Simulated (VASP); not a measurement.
Shape and ions are relaxed at each volume.

Energy against volume of SnO$_{2}$ (rutile). Computed with vdW-DF-cx, VASP's PBE PAW potentials (set 64) (plane waves; VASP).

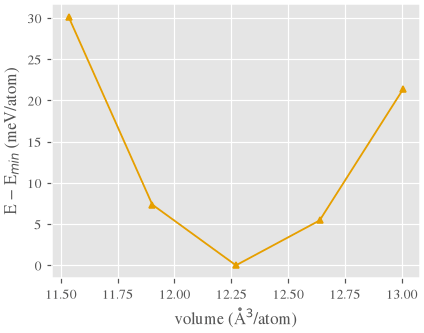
*Energy against volume*

**Question.** Estimate the equilibrium volume and the bulk modulus.

**Answer.** The minimum lies near 12.3 Å³/atom, and the curvature gives B0 of about 180 GPa.

The compound is SnO2 in the rutile structure. It was relaxed first.
